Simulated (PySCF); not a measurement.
# C₄H₄F₂: NMR shifts at several levels of theory

Aim: compute the NMR shifts of C₄H₄F₂ (`C=C=CC(F)F`) at several levels, and see how far they spread and what each costs.

The runs use PySCF 2.14.0, with density-fitted response routines of our own; the level of theory stands in each step. All values are computed, except where a source is named. Atoms count from 0, in the outputs and in this text.

## 1. The starting structure

10 atoms, charge 0, multiplicity 1; geometry from: PBE0-D3(BJ)/def2-SVP.

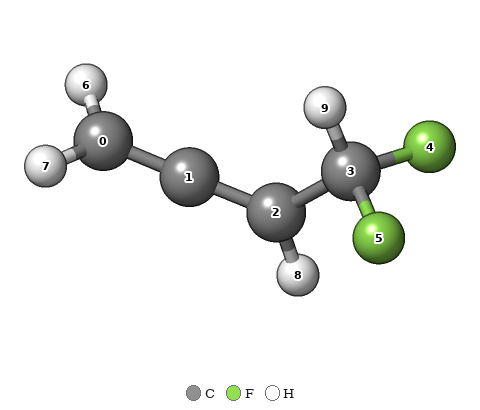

The starting geometry (carbon grey, fluorine green, hydrogen white), atoms numbered; sticks join atoms by distance.

## 2. Shielding tensors: PBE0/pcSseg-2

The job: settings as JSON, then the geometry in Å.

```
{"job": {"kind": "nmr", "xc": "PBE0", "basis": "pcSseg-2", "pop": false}, "charge": 0, "multiplicity": 1}
C      1.967998    -0.279958     0.754634
C      0.836699    -0.366060     0.108546
C     -0.303379    -0.440967    -0.530506
C     -1.429428     0.510639    -0.284367
F     -2.543754    -0.170873     0.066986
F     -1.722877     1.184990    -1.420709
H      2.124198    -0.819417     1.694666
H      2.793381     0.329555     0.372157
H     -0.479280    -1.210829    -1.291684
H     -1.196491     1.241214     0.508683
```

With the program's defaults for keys left out, this is: GIAO PBE0/pcSseg-2 NMR shielding, non-relativistic, gas phase.

On the command line:

```bash
> OMP_NUM_THREADS=1 python probes_run.py task.json out
```

This one command runs all jobs of the session in turn.

The log of the run:

```text
coarse grid: 9000 points
cycle   1  E = -354.1358597579  dE =  7.961e-01  |g| = 6.994e-01  |ddm| = 2.456e+00
cycle   2  E = -354.0659026737  dE =  6.996e-02  |g| = 9.990e-01  |ddm| = 8.006e-01
cycle   3  E = -354.2160082169  dE = -1.501e-01  |g| = 8.020e-02  |ddm| = 4.653e-01
cycle   4  E = -354.2171174864  dE = -1.109e-03  |g| = 3.821e-02  |ddm| = 1.094e-01
cycle   5  E = -354.2174463654  dE = -3.289e-04  |g| = 1.378e-02  |ddm| = 4.281e-02
cycle   6  E = -354.2174932331  dE = -4.687e-05  |g| = 2.642e-03  |ddm| = 1.092e-02
cycle   7  E = -354.2174949531  dE = -1.720e-06  |g| = 4.538e-04  |ddm| = 2.054e-03
final grid: 89528 points
cycle   8  E = -354.2189191460  dE = -8.833e-05  |g| = 5.948e-03  |ddm| = 5.146e-02
cycle   9  E = -354.2189165428  dE =  2.603e-06  |g| = 7.457e-03  |ddm| = 1.032e-02
cycle  10  E = -354.2189268336  dE = -1.029e-05  |g| = 1.042e-03  |ddm| = 5.194e-03
cycle  11  E = -354.2189270001  dE = -1.665e-07  |g| = 3.181e-04  |ddm| = 9.270e-04
cycle  12  E = -354.2189270172  dE = -1.712e-08  |g| = 1.355e-04  |ddm| = 2.391e-04
cycle  13  E = -354.2189270217  dE = -4.533e-09  |g| = 2.402e-05  |ddm| = 1.200e-04
cycle  14  E = -354.2189270218  dE = -1.344e-10  |g| = 3.422e-06  |ddm| = 3.226e-05
converged SCF energy = -354.2189270218

GIAO shielding tensors (ppm)
atom      isotropic    diamagn.    paramagn.     s11        s22        s33       span
  0 C      100.229     256.523    -156.295      6.190    125.723    168.773    162.584
  1 C      -45.388     266.582    -311.969    -66.586    -62.042     -7.535     59.050
  2 C       87.832     258.004    -170.171      5.426    111.987    146.084    140.658
  3 C       61.380     238.855    -177.474     43.799     63.356     76.986     33.188
  4 F      295.587     465.620    -170.033    191.218    325.589    369.954    178.736
  5 F      293.983     465.918    -171.934    187.990    324.731    369.228    181.239
  6 H       26.021      29.743      -3.721     24.429     24.600     29.035      4.605
  7 H       26.022      29.753      -3.732     24.430     24.606     29.029      4.599
  8 H       25.622      30.122      -4.500     23.967     25.305     27.593      3.626
  9 H       25.175      29.836      -4.661     23.663     24.340     27.522      3.858
```

Run time: 33 s. Hardware: 1 thread of Arm Neoverse V1, shared host; peak memory 1 GiB.

The references, computed at this level on geometries of the same kind, shield at (ppm): ¹H TMS 31.25, ¹³C TMS 184.1, ¹⁹F CFCl3 175.8. Their shielding less the atom's gives the shift. The references are single molecules in the gas phase, so shifts against H2O, NH3, PH3, H3PO4 or CFCl3 are not on the usual liquid scales and can be off by tens of ppm. Atoms listed in one row are averaged.

```tsv
atoms	environment	σ (ppm)	δ (ppm)
C1	central carbon of an allene	-45.4	229.5
C3	allylic sp3 CH bonded to 2 F	61.4	122.7
C2	terminal carbon of a cumulated C=C=C unit	87.8	96.3
C0	terminal carbon of a cumulated C=C=C unit	100.2	83.9
H9	hydrogen on an allylic sp3 CH bonded to 2 F	25.18	6.07
H8	hydrogen on a terminal carbon of a cumulated C=C=C unit	25.62	5.62
H6, H7	hydrogen on a terminal carbon of a cumulated C=C=C unit	26.02	5.22
F4, F5	fluorine of a CF2 group	294.8	-119.0
```

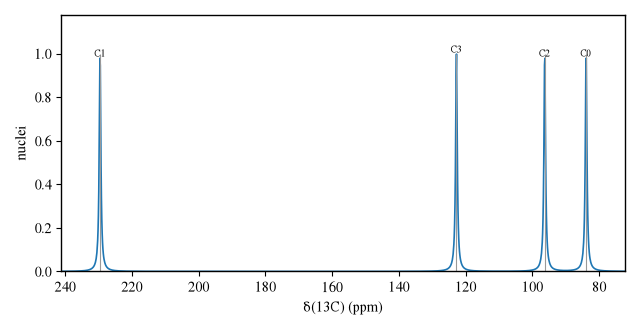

¹³C lines at the computed shifts, without couplings. Lines are broadened to a width of 0.58 ppm (Lorentzian).

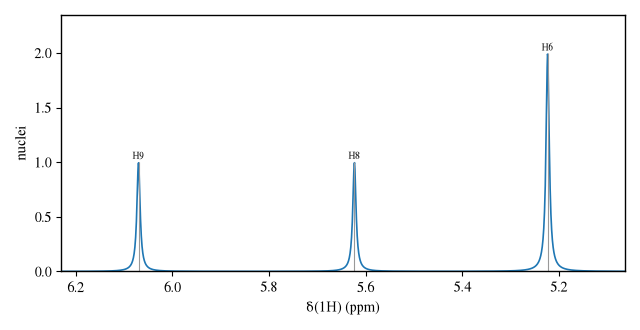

¹H lines at the computed shifts, without couplings. Lines are broadened to a width of 0.01 ppm (Lorentzian).

## 3. NMR shieldings: mPW1PW91/pcSseg-2

Settings changed since step 2:

```diff
@@ -1,2 +1,2 @@
-{"job": {"kind": "nmr", "xc": "PBE0", "basis": "pcSseg-2", "pop": false}, "charge": 0, "multiplicity": 1}
+{"job": {"kind": "nmr", "xc": "mPW1PW91", "basis": "pcSseg-2", "pop": false}, "charge": 0, "multiplicity": 1}
 C      1.967998    -0.279958     0.754634
```

Level: GIAO mPW1PW91/pcSseg-2 NMR shielding, non-relativistic, gas phase.

The log of the run:

```text
coarse grid: 9000 points
cycle   1  E = -354.4248498938  dE =  7.972e-01  |g| = 7.186e-01  |ddm| = 2.459e+00
cycle   2  E = -354.3508828624  dE =  7.397e-02  |g| = 1.028e+00  |ddm| = 8.149e-01
cycle   3  E = -354.5086782258  dE = -1.578e-01  |g| = 8.110e-02  |ddm| = 4.753e-01
cycle   4  E = -354.5098262000  dE = -1.148e-03  |g| = 3.836e-02  |ddm| = 1.124e-01
cycle   5  E = -354.5101571726  dE = -3.310e-04  |g| = 1.412e-02  |ddm| = 4.265e-02
cycle   6  E = -354.5102066845  dE = -4.951e-05  |g| = 2.603e-03  |ddm| = 1.107e-02
cycle   7  E = -354.5102083474  dE = -1.663e-06  |g| = 4.577e-04  |ddm| = 1.990e-03
final grid: 89528 points
cycle   8  E = -354.5106781784  dE = -7.982e-05  |g| = 4.585e-03  |ddm| = 4.500e-02
cycle   9  E = -354.5106766953  dE =  1.483e-06  |g| = 5.735e-03  |ddm| = 7.232e-03
cycle  10  E = -354.5106825505  dE = -5.855e-06  |g| = 7.527e-04  |ddm| = 3.743e-03
cycle  11  E = -354.5106826305  dE = -8.004e-08  |g| = 2.744e-04  |ddm| = 7.187e-04
cycle  12  E = -354.5106826437  dE = -1.323e-08  |g| = 1.052e-04  |ddm| = 2.074e-04
cycle  13  E = -354.5106826465  dE = -2.733e-09  |g| = 2.216e-05  |ddm| = 9.350e-05
cycle  14  E = -354.5106826466  dE = -1.182e-10  |g| = 2.834e-06  |ddm| = 2.884e-05
converged SCF energy = -354.5106826466

GIAO shielding tensors (ppm)
atom      isotropic    diamagn.    paramagn.     s11        s22        s33       span
  0 C       99.428     257.087    -157.659      5.272    124.903    168.109    162.837
  1 C      -46.405     265.777    -312.182    -67.134    -62.611     -9.470     57.664
  2 C       87.128     257.930    -170.802      4.506    111.225    145.653    141.146
  3 C       60.840     239.053    -178.213     43.177     62.715     76.628     33.451
  4 F      296.763     465.911    -169.148    192.332    327.194    370.762    178.430
  5 F      295.175     466.201    -171.026    189.137    326.362    370.026    180.889
  6 H       26.078      29.800      -3.722     24.495     24.673     29.066      4.571
  7 H       26.078      29.810      -3.732     24.496     24.679     29.060      4.564
  8 H       25.677      30.177      -4.500     24.013     25.359     27.659      3.646
  9 H       25.232      29.810      -4.578     23.742     24.387     27.566      3.825
```

Run time: 32 s. Hardware: 1 thread of Arm Neoverse V1, shared host; peak memory 1 GiB.

In short: δ C1 229.9, C3 122.7, C2 96.4, C0 84.1, H9 6.06, H8 5.62 ppm.

## 4. Shielding tensors: WP04/pcSseg-2

Settings changed since step 3:

```diff
@@ -1,2 +1,2 @@
-{"job": {"kind": "nmr", "xc": "mPW1PW91", "basis": "pcSseg-2", "pop": false}, "charge": 0, "multiplicity": 1}
+{"job": {"kind": "nmr", "xc": "WP04", "basis": "pcSseg-2", "pop": false}, "charge": 0, "multiplicity": 1}
 C      1.967998    -0.279958     0.754634
```

With the program's defaults for keys left out, this is: GIAO WP04/pcSseg-2 NMR shielding, non-relativistic, gas phase.

The log of the run:

```text
coarse grid: 9000 points
cycle   1  E = -361.6014681296  dE =  7.563e-01  |g| = 1.103e+00  |ddm| = 2.514e+00
cycle   2  E = -361.3395575504  dE =  2.619e-01  |g| = 1.731e+00  |ddm| = 1.452e+00
cycle   3  E = -361.7792051070  dE = -4.396e-01  |g| = 1.684e-01  |ddm| = 9.411e-01
cycle   4  E = -361.7847555090  dE = -5.550e-03  |g| = 6.312e-02  |ddm| = 2.142e-01
cycle   5  E = -361.7855017159  dE = -7.462e-04  |g| = 3.660e-02  |ddm| = 7.566e-02
cycle   6  E = -361.7858570321  dE = -3.553e-04  |g| = 3.870e-03  |ddm| = 2.472e-02
cycle   7  E = -361.7858602422  dE = -3.210e-06  |g| = 1.161e-03  |ddm| = 3.182e-03
final grid: 89528 points
cycle   8  E = -361.7895447881  dE = -1.403e-04  |g| = 7.834e-03  |ddm| = 7.064e-02
cycle   9  E = -361.7895347414  dE =  1.005e-05  |g| = 1.132e-02  |ddm| = 1.122e-02
cycle  10  E = -361.7895562520  dE = -2.151e-05  |g| = 1.251e-03  |ddm| = 6.239e-03
cycle  11  E = -361.7895564770  dE = -2.250e-07  |g| = 4.794e-04  |ddm| = 1.099e-03
cycle  12  E = -361.7895565146  dE = -3.762e-08  |g| = 2.477e-04  |ddm| = 4.023e-04
cycle  13  E = -361.7895565311  dE = -1.648e-08  |g| = 4.783e-05  |ddm| = 2.208e-04
cycle  14  E = -361.7895565317  dE = -5.457e-10  |g| = 9.850e-06  |ddm| = 4.959e-05
converged SCF energy = -361.7895565317

GIAO shielding tensors (ppm)
atom      isotropic    diamagn.    paramagn.     s11        s22        s33       span
  0 C       86.929     254.357    -167.428     -6.032    110.239    156.581    162.613
  1 C      -60.079     264.999    -325.078    -70.286    -67.559    -42.392     27.894
  2 C       75.381     257.616    -182.235     -6.053     96.895    135.300    141.352
  3 C       46.290     240.083    -193.793     26.975     48.089     63.805     36.829
  4 F      296.875     469.675    -172.799    189.031    339.632    361.962    172.931
  5 F      295.389     469.944    -174.555    186.070    339.038    361.060    174.991
  6 H       26.488      30.112      -3.624     25.013     25.282     29.170      4.157
  7 H       26.488      30.123      -3.635     25.014     25.287     29.164      4.150
  8 H       26.082      30.120      -4.038     24.399     25.681     28.166      3.766
  9 H       25.597      30.109      -4.512     24.226     24.799     27.766      3.541
```

Wall time 35 s (1 thread of Arm Neoverse V1, shared host); peak memory 1 GiB.

This run: δ C1 232.2, C3 125.8, C2 96.7, C0 85.2, H9 6.01, H8 5.53 ppm.

## 5. NMR shieldings: B97-2/pcSseg-2

Settings changed since step 4:

```diff
@@ -1,2 +1,2 @@
-{"job": {"kind": "nmr", "xc": "WP04", "basis": "pcSseg-2", "pop": false}, "charge": 0, "multiplicity": 1}
+{"job": {"kind": "nmr", "xc": "B97-2", "basis": "pcSseg-2", "pop": false}, "charge": 0, "multiplicity": 1}
 C      1.967998    -0.279958     0.754634
```

Level: GIAO B97-2/pcSseg-2 NMR shielding, non-relativistic, gas phase.

The log of the run:

```text
coarse grid: 9000 points
cycle   1  E = -354.3938648308  dE =  7.792e-01  |g| = 7.441e-01  |ddm| = 2.466e+00
cycle   2  E = -354.3025873313  dE =  9.128e-02  |g| = 1.095e+00  |ddm| = 8.786e-01
cycle   3  E = -354.4824304861  dE = -1.798e-01  |g| = 8.713e-02  |ddm| = 5.277e-01
cycle   4  E = -354.4838147145  dE = -1.384e-03  |g| = 4.059e-02  |ddm| = 1.237e-01
cycle   5  E = -354.4841856444  dE = -3.709e-04  |g| = 1.589e-02  |ddm| = 4.521e-02
cycle   6  E = -354.4842500907  dE = -6.445e-05  |g| = 2.507e-03  |ddm| = 1.215e-02
cycle   7  E = -354.4842516281  dE = -1.537e-06  |g| = 5.093e-04  |ddm| = 2.009e-03
final grid: 89528 points
cycle   8  E = -354.4806282273  dE = -9.789e-05  |g| = 6.992e-03  |ddm| = 7.483e-02
cycle   9  E = -354.4806229806  dE =  5.247e-06  |g| = 9.170e-03  |ddm| = 8.602e-03
cycle  10  E = -354.4806342995  dE = -1.132e-05  |g| = 7.654e-04  |ddm| = 4.652e-03
cycle  11  E = -354.4806343910  dE = -9.148e-08  |g| = 3.401e-04  |ddm| = 1.018e-03
cycle  12  E = -354.4806344173  dE = -2.630e-08  |g| = 1.300e-04  |ddm| = 4.361e-04
cycle  13  E = -354.4806344217  dE = -4.421e-09  |g| = 2.000e-05  |ddm| = 9.087e-05
cycle  14  E = -354.4806344218  dE = -8.527e-11  |g| = 3.042e-06  |ddm| = 1.558e-05
converged SCF energy = -354.4806344218

GIAO shielding tensors (ppm)
atom      isotropic    diamagn.    paramagn.     s11        s22        s33       span
  0 C      101.190     257.149    -155.959      9.651    126.022    167.897    158.245
  1 C      -41.705     266.986    -308.691    -61.329    -56.756     -7.030     54.299
  2 C       88.876     258.389    -169.513      8.365    112.376    145.888    137.523
  3 C       61.914     239.234    -177.321     44.254     63.949     77.538     33.284
  4 F      296.995     466.165    -169.170    193.950    328.235    368.799    174.849
  5 F      295.428     466.464    -171.037    190.807    327.410    368.066    177.259
  6 H       26.165      29.843      -3.678     24.565     24.774     29.156      4.590
  7 H       26.166      29.855      -3.690     24.567     24.780     29.149      4.583
  8 H       25.762      30.274      -4.511     24.093     25.465     27.729      3.636
  9 H       25.292      29.989      -4.697     23.796     24.459     27.621      3.825
```

It took 34 s on 1 thread of Arm Neoverse V1, shared host; peak memory 1 GiB.

In short: δ C1 225.2, C3 121.5, C2 94.6, C0 82.3, H9 6.07, H8 5.60 ppm.

## 6. Nuclear shieldings: BHandHLYP/pcSseg-2

Settings changed since step 5:

```diff
@@ -1,2 +1,2 @@
-{"job": {"kind": "nmr", "xc": "B97-2", "basis": "pcSseg-2", "pop": false}, "charge": 0, "multiplicity": 1}
+{"job": {"kind": "nmr", "xc": "BHandHLYP", "basis": "pcSseg-2", "pop": false}, "charge": 0, "multiplicity": 1}
 C      1.967998    -0.279958     0.754634
```

Method: GIAO BHandHLYP/pcSseg-2 NMR shielding, non-relativistic, gas phase.

The log of the run:

```text
coarse grid: 9000 points
cycle   1  E = -354.3287557939  dE =  9.136e-01  |g| = 7.266e-01  |ddm| = 2.414e+00
cycle   2  E = -354.3260377725  dE =  2.718e-03  |g| = 8.088e-01  |ddm| = 8.033e-01
cycle   3  E = -354.4221142751  dE = -9.608e-02  |g| = 5.523e-02  |ddm| = 3.670e-01
cycle   4  E = -354.4226011804  dE = -4.869e-04  |g| = 3.070e-02  |ddm| = 6.863e-02
cycle   5  E = -354.4228177908  dE = -2.166e-04  |g| = 7.972e-03  |ddm| = 3.122e-02
cycle   6  E = -354.4228330457  dE = -1.525e-05  |g| = 2.231e-03  |ddm| = 8.473e-03
cycle   7  E = -354.4228343160  dE = -1.270e-06  |g| = 3.655e-04  |ddm| = 1.957e-03
final grid: 89528 points
cycle   8  E = -354.4253178159  dE = -3.269e-05  |g| = 3.056e-03  |ddm| = 2.912e-02
cycle   9  E = -354.4253180497  dE = -2.338e-07  |g| = 2.991e-03  |ddm| = 3.538e-03
cycle  10  E = -354.4253194130  dE = -1.363e-06  |g| = 2.844e-04  |ddm| = 1.620e-03
cycle  11  E = -354.4253194233  dE = -1.033e-08  |g| = 1.208e-04  |ddm| = 2.978e-04
cycle  12  E = -354.4253194265  dE = -3.198e-09  |g| = 2.441e-05  |ddm| = 1.055e-04
cycle  13  E = -354.4253194266  dE = -1.377e-10  |g| = 8.865e-06  |ddm| = 2.834e-05
converged SCF energy = -354.4253194266

GIAO shielding tensors (ppm)
atom      isotropic    diamagn.    paramagn.     s11        s22        s33       span
  0 C       99.609     253.922    -154.312      2.992    124.953    170.883    167.891
  1 C      -49.679     266.175    -315.854    -70.230    -66.345    -12.462     57.768
  2 C       87.621     255.236    -167.615      3.430    110.652    148.782    145.351
  3 C       65.680     236.958    -171.278     50.663     67.397     78.979     28.315
  4 F      309.804     466.505    -156.701    204.051    343.437    381.925    177.874
  5 F      308.248     466.767    -158.519    200.953    342.704    381.088    180.136
  6 H       26.195      29.848      -3.652     24.516     24.827     29.243      4.726
  7 H       26.196      29.859      -3.664     24.517     24.833     29.237      4.720
  8 H       25.816      30.059      -4.243     23.981     25.675     27.794      3.813
  9 H       25.580      29.648      -4.068     24.080     24.613     28.048      3.968
```

Run time: 31 s. Hardware: 1 thread of Arm Neoverse V1, shared host; peak memory 1.1 GiB.

In short: δ C1 233.9, C3 118.6, C2 96.6, C0 84.7, H9 5.87, H8 5.63 ppm.

## 7. NMR shieldings: CAM-B3LYP/pcSseg-2

Settings changed since step 6:

```diff
@@ -1,2 +1,2 @@
-{"job": {"kind": "nmr", "xc": "BHandHLYP", "basis": "pcSseg-2", "pop": false}, "charge": 0, "multiplicity": 1}
+{"job": {"kind": "nmr", "xc": "CAM-B3LYP", "basis": "pcSseg-2", "pop": false}, "charge": 0, "multiplicity": 1}
 C      1.967998    -0.279958     0.754634
```

Method: GIAO CAM-B3LYP/pcSseg-2 NMR shielding, non-relativistic, gas phase.

The log of the run:

```text
coarse grid: 9000 points
cycle   1  E = -354.3706135324  dE =  8.866e-01  |g| = 7.610e-01  |ddm| = 2.373e+00
cycle   2  E = -354.3343088868  dE =  3.630e-02  |g| = 9.710e-01  |ddm| = 8.120e-01
cycle   3  E = -354.4685246140  dE = -1.342e-01  |g| = 5.980e-02  |ddm| = 4.079e-01
cycle   4  E = -354.4691060691  dE = -5.815e-04  |g| = 2.796e-02  |ddm| = 6.521e-02
cycle   5  E = -354.4692785617  dE = -1.725e-04  |g| = 7.660e-03  |ddm| = 2.961e-02
cycle   6  E = -354.4692920348  dE = -1.347e-05  |g| = 2.717e-03  |ddm| = 7.900e-03
cycle   7  E = -354.4692939113  dE = -1.876e-06  |g| = 4.296e-04  |ddm| = 2.425e-03
final grid: 89528 points
cycle   8  E = -354.4721982338  dE = -5.690e-05  |g| = 4.251e-03  |ddm| = 3.160e-02
cycle   9  E = -354.4721978930  dE =  3.408e-07  |g| = 4.772e-03  |ddm| = 4.672e-03
cycle  10  E = -354.4722012078  dE = -3.315e-06  |g| = 4.356e-04  |ddm| = 2.324e-03
cycle  11  E = -354.4722012329  dE = -2.508e-08  |g| = 1.738e-04  |ddm| = 4.736e-04
cycle  12  E = -354.4722012394  dE = -6.481e-09  |g| = 4.132e-05  |ddm| = 1.462e-04
cycle  13  E = -354.4722012398  dE = -3.952e-10  |g| = 1.342e-05  |ddm| = 4.834e-05
converged SCF energy = -354.4722012398

GIAO shielding tensors (ppm)
atom      isotropic    diamagn.    paramagn.     s11        s22        s33       span
  0 C       97.513     252.542    -155.029      1.203    121.997    169.339    168.136
  1 C      -51.342     264.634    -315.975    -74.215    -69.511    -10.299     63.915
  2 C       84.380     254.568    -170.188      0.636    107.639    144.866    144.229
  3 C       57.842     237.113    -179.271     40.818     59.911     72.797     31.979
  4 F      297.175     466.438    -169.263    191.077    327.885    372.562    181.485
  5 F      295.588     466.733    -171.145    187.871    327.046    371.847    183.976
  6 H       26.141      29.891      -3.750     24.578     24.735     29.110      4.533
  7 H       26.141      29.900      -3.758     24.578     24.742     29.105      4.527
  8 H       25.751      30.172      -4.421     24.136     25.368     27.747      3.612
  9 H       25.253      29.518      -4.265     23.755     24.454     27.549      3.793
```

Wall time 43 s (1 thread of Arm Neoverse V1, shared host); peak memory 1.2 GiB.

Key values: δ C1 233.9, C3 124.7, C2 98.2, C0 85.0, H9 6.08, H8 5.59 ppm.

## 8. Nuclear shieldings: wB97X-D/pcSseg-2

Settings changed since step 7:

```diff
@@ -1,2 +1,2 @@
-{"job": {"kind": "nmr", "xc": "CAM-B3LYP", "basis": "pcSseg-2", "pop": false}, "charge": 0, "multiplicity": 1}
+{"job": {"kind": "nmr", "xc": "wB97X-D", "basis": "pcSseg-2", "pop": false}, "charge": 0, "multiplicity": 1}
 C      1.967998    -0.279958     0.754634
```

Level: GIAO wB97X-D/pcSseg-2 NMR shielding, non-relativistic, gas phase.

The log of the run:

```text
coarse grid: 9000 points
cycle   1  E = -354.3806472581  dE =  9.133e-01  |g| = 7.658e-01  |ddm| = 2.436e+00
cycle   2  E = -354.3699005541  dE =  1.075e-02  |g| = 8.908e-01  |ddm| = 7.878e-01
cycle   3  E = -354.4818636173  dE = -1.120e-01  |g| = 5.325e-02  |ddm| = 3.779e-01
cycle   4  E = -354.4823892488  dE = -5.256e-04  |g| = 2.443e-02  |ddm| = 6.001e-02
cycle   5  E = -354.4825316605  dE = -1.424e-04  |g| = 6.739e-03  |ddm| = 2.835e-02
cycle   6  E = -354.4825437762  dE = -1.212e-05  |g| = 2.274e-03  |ddm| = 7.667e-03
cycle   7  E = -354.4825453575  dE = -1.581e-06  |g| = 5.722e-04  |ddm| = 2.697e-03
final grid: 89528 points
cycle   8  E = -354.4863390879  dE = -2.179e-04  |g| = 1.070e-02  |ddm| = 6.287e-02
cycle   9  E = -354.4863378244  dE =  1.263e-06  |g| = 1.163e-02  |ddm| = 1.009e-02
cycle  10  E = -354.4863552109  dE = -1.739e-05  |g| = 6.115e-04  |ddm| = 4.676e-03
cycle  11  E = -354.4863552718  dE = -6.098e-08  |g| = 3.908e-04  |ddm| = 7.550e-04
cycle  12  E = -354.4863553061  dE = -3.423e-08  |g| = 6.866e-05  |ddm| = 4.097e-04
cycle  13  E = -354.4863553075  dE = -1.447e-09  |g| = 2.838e-05  |ddm| = 9.393e-05
cycle  14  E = -354.4863553079  dE = -3.786e-10  |g| = 4.797e-06  |ddm| = 6.229e-05
converged SCF energy = -354.4863553079

GIAO shielding tensors (ppm)
atom      isotropic    diamagn.    paramagn.     s11        s22        s33       span
  0 C       99.233     255.571    -156.338      3.956    123.544    170.199    166.243
  1 C      -46.140     266.715    -312.855    -69.118    -64.560     -4.742     64.376
  2 C       86.992     257.168    -170.176      3.400    110.282    147.294    143.895
  3 C       61.706     238.258    -176.552     44.193     63.291     77.635     33.442
  4 F      300.588     465.707    -165.119    196.102    330.897    374.765    178.663
  5 F      299.054     465.954    -166.901    192.937    330.143    374.081    181.144
  6 H       26.153      29.591      -3.438     24.613     24.715     29.131      4.518
  7 H       26.153      29.602      -3.449     24.612     24.722     29.125      4.513
  8 H       25.772      30.087      -4.315     24.143     25.450     27.722      3.579
  9 H       25.340      29.648      -4.308     23.871     24.470     27.678      3.807
```

It took 41 s on 1 thread of Arm Neoverse V1, shared host; peak memory 1.1 GiB.

Key values: δ C1 230.6, C3 122.7, C2 97.4, C0 85.2, H9 6.02, H8 5.58 ppm.

[end of part 1 of 2]
